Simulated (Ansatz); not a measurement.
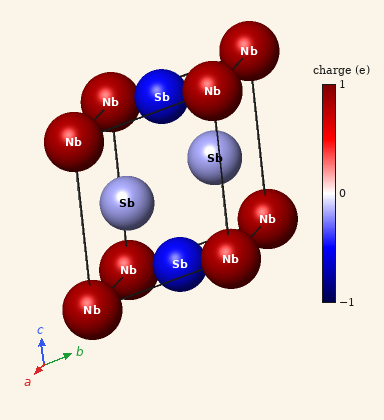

Structure drawing (spheres-only), viewed slightly off an axis. Lines trace the edges of the simulation cell. The atoms of this NbSb₃ cell are coloured by their Bader charge.

Theory: Ansatz, DFT, PAW plane waves, PBE. Numerical settings: a cutoff energy of 420 eV, an 8×8×8 sampling of the Brillouin zone, Fermi-Dirac smearing of 0.1 eV, no spin polarisation.

Q: Give the charges by element.

A: Most positive: Nb; most negative: Sb. Charges: about Nb +0.8 e; Sb -0.5 to -0.2 e.

Its origin is a generated cell, made by putting these elements into a known structure type (the compound may or may not exist in this form). The atoms were relaxed in a fixed cell with Ansatz 0.2.0, DFT, PAW plane waves, PBE.
